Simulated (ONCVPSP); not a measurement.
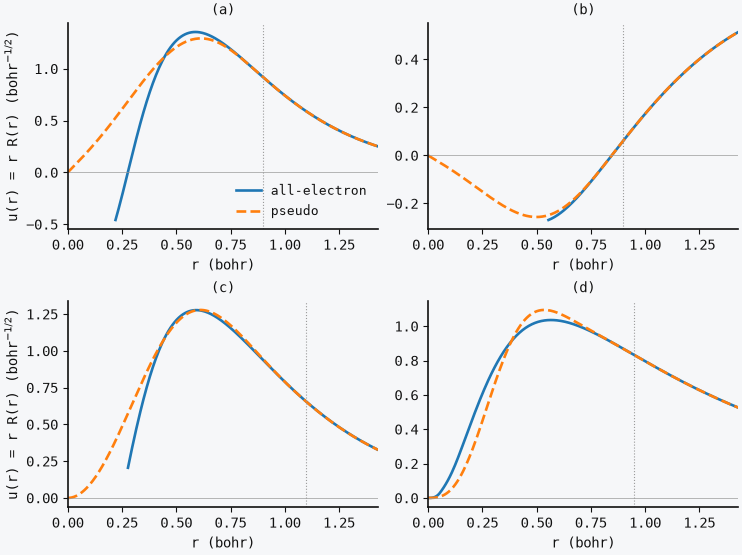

All-electron valence functions (solid) with their pseudo partners (dashed). Dotted lines mark the matching radii. The all-electron curves start outside the innermost oscillations, which aren't drawn.

ONCVPSP 4.0.1, PBE, scalar-relativistic. The levels are (a) -129.23 eV, (b) -5.98 eV, (c) -83.40 eV, (d) -10.14 eV.

Q: Identify the atom and the shell in each panel.

A: Zinc (Zn), core [Ne], valence 3s2 3p6 3d10 4s2 (neutral): (a) 3s, (b) 4s, (c) 3p, (d) 3d.

Q: Are the pseudo-waves norm-conserving?

A: Yes. The ONCV scheme keeps the all-electron norm inside the radius.

The potential isn't sound: its ghost test gives GHOST(-) flagged for s at -7410.8 eV; GHOST(+) flagged for p at 187.5 eV (flags above 300 eV left out).
